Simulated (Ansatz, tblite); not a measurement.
**The cluster MoS₂−: a ladder of methods and basis sets**

How do method and basis change the picture of the cluster MoS₂− (doublet)?

Program: Ansatz 0.2.0, Gaussian basis. Level of theory: as each input shows. These are calculated values, not measurements.

Plan: GFN1-xTB, GFN2-xTB, PBE-D4/def2-TZVPD, r2SCAN-D4/def2-TZVPD, CAM-B3LYP-D4/def2-TZVPD, LDA/def2-TZVPD, B97M-V/def2-TZVPD, HSE06-D4/def2-TZVPD, revPBE-D4/def2-TZVPD, PBE-D4/def2-SVPD, PBE0-D4/def2-SVPD, CCSD(T)/def2-TZVPPD, MP2/def2-TZVPD, RPA/def2-TZVPD.

4 further runs of the same task are left out: 1 that didn't finish, 3 set aside as unsound or not needed.

## Step 1: The geometry

The geometry is that of the doublet, from an earlier relaxation (PBE0-D4/def2-TZVPD). At that level it is the lowest of the isomers that a small search found.

3 atoms, charge -1, spin multiplicity 2.

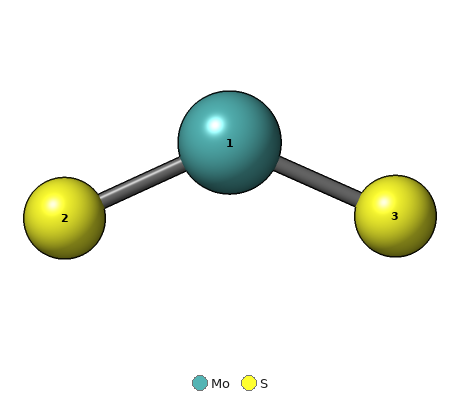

The geometry (molybdenum teal, sulfur yellow); atoms are numbered from 1 in the order of the file.

Mo takes a core potential in the def2 sets. No spin-orbit coupling is included. The ion is computed in the gas phase, without counter-ions or solvent.

PBE0-D4/def2-TZVPD was run before; its log isn't repeated, and its numbers join the tables.

## Step 2: GFN1-xTB

Tight binding, by tblite at 300 K electronic temperature and without a spin-polarisation term:

```python
tblite.interface.Calculator('GFN1-xTB', numbers, positions, charge=-1, uhf=1).singlepoint()
```

Energy -263.5215 eV; 0.002 s.

## Step 3: GFN2-xTB

Tight binding, by tblite at 300 K electronic temperature and without a spin-polarisation term:

```python
tblite.interface.Calculator('GFN2-xTB', numbers, positions, charge=-1, uhf=1).singlepoint()
```

Energy -239.6062 eV; 0.004 s.

## Step 4: PBE-D4/def2-TZVPD

start.molden holds the orbitals of an earlier run on this state, given as this run's starting guess.

Input file in.yaml:

```yaml
crystal:
  periodic: [false, false, false]
  atoms:
    - {symbol: Mo, position_ang: [0.462569, 0.188733, 0.316948]}
    - {symbol: S, position_ang: [-0.123809, -1.845720, 0.727549]}
    - {symbol: S, position_ang: [-0.338759, 1.656987, -1.044497]}
basis:
  gaussian: {orbitals: def2-TZVPD, initial_orbitals: start.molden}
total_charge: -1
magnetization: {spin_polarized: true, initial_magnetization: 1}
hamiltonian: {xc: pbe, dispersion: d4}
scf: {omitted_lower_state_checks: [starts]}
output: {orbitals: {seedname: orbitals}}
```

On the command line:

```console
$ ansatz run in.yaml --threads 4 --pin off --events-out ev --progress --plain --max-ram 3916MiB
```

Log:

```text
Functional definition: PBE
  name "PBE"
  cite "Perdew, Burke & Ernzerhof, Phys. Rev. Lett. 77, 3865 (1996) doi:10.1103/PhysRevLett.77.3865"
  parent pbe
  parameter kappa = 0.804
  parameter beta = 0.06672455060314922
  exchange = pbe_x(kappa = kappa, mu = beta*pi^2/3)
  correlation = pbe_c(beta = beta)
these checks for a lower state are left out or cut short: starts
894 factors; their error is unknown
mean field evaluation 1: about -23521.8820 eV, gradient 7.7e0 eV
mean field evaluation 2: about -23522.0034 eV, gradient 2.2e-1 eV
mean field evaluation 4: about -23521.9967 eV, gradient 5.1e-2 eV
mean field evaluation 8: about -23521.9967 eV, gradient 2.3e-5 eV
mean field -23521.99669359 eV, -864.4174347073 hartree, gradient 8.3e-6 eV, S^2 1.658112; 0 other end points of the search recorded, 0 dependent functions left out
reference -23521.99673619 eV, -864.4174362730 hartree; 24, 23 occupied and 108, 109 virtual orbitals, 894 factors
Total energy: -23522.11445770 eV, -864.4217624587 hartree
Checks for a lower state left out: starts
```

Wall time 2.5 s (4 threads of AMD EPYC 9B14, shared host).

Report: HOMO -0.07 eV, LUMO 0.74 eV (over both spins); ⟨S²⟩ 1.658 (pure: 0.75). Doubts: spin contamination.

## Step 5: r2SCAN-D4/def2-TZVPD

Changes to in.yaml since step 4:

```diff
@@ -10,3 +10,3 @@
 magnetization: {spin_polarized: true, initial_magnetization: 1}
-hamiltonian: {xc: pbe, dispersion: d4}
+hamiltonian: {xc: r2scan, dispersion: d4}
 scf: {omitted_lower_state_checks: [starts]}
```

Same command.

Log:

```text
Functional definition: r2SCAN
  name "r2SCAN"
  cite "Furness, Kaplan, Ning, Perdew & Sun, J. Phys. Chem. Lett. 11, 8208 (2020) doi:10.1021/acs.jpclett.0c02405"
  cite "Furness, Kaplan, Ning, Perdew & Sun, J. Phys. Chem. Lett. 11, 9248 (2020) doi:10.1021/acs.jpclett.0c03077"
  parent r2scan
  parameter k0 = 0.174
  parameter k1 = 0.065
  parameter a1 = 4.9479
  exchange = r2scan_x(k0 = k0, k1 = k1, a1 = a1)
  correlation = r2scan_c
these checks for a lower state are left out or cut short: starts
894 factors; their error is unknown
mean field evaluation 1: about -23529.9536 eV, gradient 5.6e0 eV
mean field evaluation 2: about -23530.0015 eV, gradient 9.5e-2 eV
mean field evaluation 4: about -23529.9865 eV, gradient 1.3e-3 eV
mean field evaluation 8: about -23529.9865 eV, gradient 3.2e-5 eV
mean field -23529.98653892 eV, -864.7110561075 hartree, gradient 5.5e-6 eV, S^2 1.695243; 0 other end points of the search recorded, 0 dependent functions left out
reference -23529.98657936 eV, -864.7110575939 hartree; 24, 23 occupied and 108, 109 virtual orbitals, 894 factors
Total energy: -23530.01055621 eV, -864.7119387268 hartree
Checks for a lower state left out: starts
```

Run time: 6 s. Hardware: 4 threads of AMD EPYC 9B14, shared host.

Report: HOMO -0.40 eV, LUMO 1.06 eV (over both spins); ⟨S²⟩ 1.695 (pure: 0.75). Doubts: spin contamination.

## Step 6: CAM-B3LYP-D4/def2-TZVPD

Changes to in.yaml since step 5:

```diff
@@ -10,4 +10,4 @@
 magnetization: {spin_polarized: true, initial_magnetization: 1}
-hamiltonian: {xc: r2scan, dispersion: d4}
+hamiltonian: {xc: {name: CAM-B3LYP}, dispersion: d4}
 scf: {omitted_lower_state_checks: [starts]}
-output: {orbitals: {seedname: orbitals}}
+output: {forces: true, orbitals: {seedname: orbitals}}
```

Same command.

Log, shortened:

```text
Functional definition: CAM-B3LYP
  name "CAM-B3LYP"
  cite "Yanai, Tew & Handy, Chem. Phys. Lett. 393, 51 (2004) doi:10.1016/j.cplett.2004.06.011"
  cite "Iikura, Tsuneda, Yanai & Hirao, J. Chem. Phys. 115, 3540 (2001) doi:10.1063/1.1383587"
  cite "Becke, Phys. Rev. A 38, 3098 (1988) doi:10.1103/PhysRevA.38.3098"
  cite "Lee, Yang & Parr, Phys. Rev. B 37, 785 (1988) doi:10.1103/PhysRevB.37.785"
  cite "Vosko, Wilk & Nusair, Can. J. Phys. 58, 1200 (1980) doi:10.1139/p80-159"
[...]
  # Exact exchange under (alpha + beta erf(omega r))/r, Becke's under what is left of 1/r.
[...]
963 factors; their error is unknown
239 factors; integrals over basis functions are off by at most 4.3e-5 eV
[...]
mean field -23529.18874008 eV, -864.6817375411 hartree, gradient 9.3e-6 eV, S^2 1.687390; 0 other end points of the search recorded, 0 dependent functions left out
[...]
reference -23529.18883988 eV, -864.6817412087 hartree; 24, 23 occupied and 108, 109 virtual orbitals, 963 factors
Total energy: -23529.29710216 eV, -864.6857197740 hartree
Atom 0 at     0.462569     0.188733     0.316948 Å, force    -0.018270    -0.007454    -0.012519 eV/Å
Atom 1 at    -0.123809    -1.845720     0.727549 Å, force     0.005484     0.063220    -0.023839 eV/Å
Atom 2 at    -0.338759     1.656987    -1.044497 Å, force     0.012786    -0.055766     0.036357 eV/Å
Dipole moment:     0.323092     0.131825     0.221380 e Å
Checks for a lower state left out: starts
```

Run time: 4.6 s. Hardware: 4 threads of AMD EPYC 9B14, shared host; peak memory 0.55 GiB.

HOMO -2.31 eV, LUMO 2.68 eV (over both spins); ⟨S²⟩ 1.687 (pure: 0.75). Doubts: spin contamination.

## Step 7: LDA/def2-TZVPD

Changes to in.yaml since step 6:

```diff
@@ -10,4 +10,4 @@
 magnetization: {spin_polarized: true, initial_magnetization: 1}
-hamiltonian: {xc: {name: CAM-B3LYP}, dispersion: d4}
+hamiltonian: {xc: lda}
 scf: {omitted_lower_state_checks: [starts]}
-output: {forces: true, orbitals: {seedname: orbitals}}
+output: {orbitals: {seedname: orbitals}}
```

Same command.

Log:

```text
Functional definition: SPW92
  name "SPW92"
  cite "Dirac, Proc. Camb. Phil. Soc. 26, 376 (1930) doi:10.1017/S0305004100016108"
  cite "Slater, Phys. Rev. 81, 385 (1951) doi:10.1103/PhysRev.81.385"
  cite "Perdew & Wang, Phys. Rev. B 45, 13244 (1992) doi:10.1103/PhysRevB.45.13244"
  exchange = slater_x
  correlation = pw_c
these checks for a lower state are left out or cut short: starts
894 factors; their error is unknown
mean field evaluation 1: about -23452.3306 eV, gradient 1.5e1 eV
mean field evaluation 2: about -23452.6371 eV, gradient 5.5e-1 eV
mean field evaluation 4: about -23452.6501 eV, gradient 1.2e-1 eV
mean field evaluation 8: about -23452.6506 eV, gradient 2.5e-5 eV
mean field -23452.65058685 eV, -861.8690122892 hartree, gradient 1.8e-6 eV, S^2 1.548946; 0 other end points of the search recorded, 0 dependent functions left out
reference -23452.65062760 eV, -861.8690137867 hartree; 24, 23 occupied and 108, 109 virtual orbitals, 894 factors
Total energy: -23452.65062760 eV, -861.8690137867 hartree
Checks for a lower state left out: starts
```

Wall time 1.3 s (4 threads of AMD EPYC 9B14, shared host).

Report: HOMO -0.18 eV, LUMO 0.26 eV (over both spins); ⟨S²⟩ 1.549 (pure: 0.75). Doubts: spin contamination.

## Step 8: B97M-V/def2-TZVPD

Changes to in.yaml since step 7:

```diff
@@ -10,3 +10,3 @@
 magnetization: {spin_polarized: true, initial_magnetization: 1}
-hamiltonian: {xc: lda}
+hamiltonian: {xc: {name: B97M-V}}
 scf: {omitted_lower_state_checks: [starts]}
```

Launched as before.

Log, shortened:

```text
Functional definition: B97M-V
  name "B97M-V"
  cite "Mardirossian & Head-Gordon, J. Chem. Phys. 142, 074111 (2015) doi:10.1063/1.4907719"
  cite "Becke, J. Chem. Phys. 107, 8554 (1997) doi:10.1063/1.475007"
  cite "Vydrov & Van Voorhis, J. Chem. Phys. 133, 244103 (2010) doi:10.1063/1.3521275"
  # Of w^i u^j: cxij and so on, Table III.
[...]
  gx(w, u) = cx00 + cx01*u + cx02*u^2 + (cx10 + cx11*u)*w
  gss(w, u) = css00 + css02*u^2 + css10*w + (css32*w^3 + css42*w^4)*u^2
  gos(w, u) = cos00 + cos01*u + cos03*u^3 + cos10*w + cos32*w^3*u^2
[...]
      + integral(e_c_pw_mod_opposite_spin*gos(b97_w_opposite, b97_u_opposite)) + vv10(b, c)
[...]
894 factors; their error is unknown
[...]
mean field -23524.73444450 eV, -864.5180451976 hartree, gradient 5.0e-6 eV, S^2 1.599318; 0 other end points of the search recorded, 0 dependent functions left out
reference -23524.73450808 eV, -864.5180475342 hartree; 24, 23 occupied and 108, 109 virtual orbitals, 894 factors
Total energy: -23524.73450808 eV, -864.5180475342 hartree
Checks for a lower state left out: starts
```

Run time: 11 s. Hardware: 4 threads of AMD EPYC 9B14, shared host.

HOMO -0.15 eV, LUMO 0.68 eV (over both spins); ⟨S²⟩ 1.599 (pure: 0.75). Doubts: spin contamination.

## Step 9: HSE06-D4/def2-TZVPD

Changes to in.yaml since step 8:

```diff
@@ -10,3 +10,3 @@
 magnetization: {spin_polarized: true, initial_magnetization: 1}
-hamiltonian: {xc: {name: B97M-V}}
+hamiltonian: {xc: hse06, dispersion: d4}
 scf: {omitted_lower_state_checks: [starts]}
```

Same command.

Log, shortened:

```text
Functional definition: HSE06
  name "HSE06"
  cite "Heyd, Scuseria & Ernzerhof, J. Chem. Phys. 118, 8207 (2003) doi:10.1063/1.1564060"
  cite "Krukau, Vydrov, Izmaylov & Scuseria, J. Chem. Phys. 125, 224106 (2006) doi:10.1063/1.2404663"
  cite "Heyd & Scuseria, J. Chem. Phys. 120, 7274 (2004) doi:10.1063/1.1668634"
  cite "Ernzerhof & Perdew, J. Chem. Phys. 109, 3313 (1998) doi:10.1063/1.476928"
  cite "Perdew, Burke & Ernzerhof, Phys. Rev. Lett. 77, 3865 (1996) doi:10.1103/PhysRevLett.77.3865"
  parent pbe
[...]
  # The whole range is PBE's own exchange, as in plane waves. The composition of these papers is wPBEh.
[...]
1008 factors; their error is unknown
76 factors; integrals over basis functions are off by at most 2.7e-5 eV
[...]
mean field -23521.86335137 eV, -864.4125344713 hartree, gradient 2.9e-6 eV, S^2 1.705878; 0 other end points of the search recorded, 0 dependent functions left out
reference -23521.86339640 eV, -864.4125361262 hartree; 24, 23 occupied and 108, 109 virtual orbitals, 1008 factors
Total energy: -23521.96131943 eV, -864.4161347311 hartree
Checks for a lower state left out: starts
```

Wall time 3.7 s (4 threads of AMD EPYC 9B14, shared host); peak memory 0.58 GiB.

From the report: HOMO -0.71 eV, LUMO 1.52 eV (over both spins); ⟨S²⟩ 1.706 (pure: 0.75). Doubts: spin contamination.

(Part 1 of 2 ends here.)
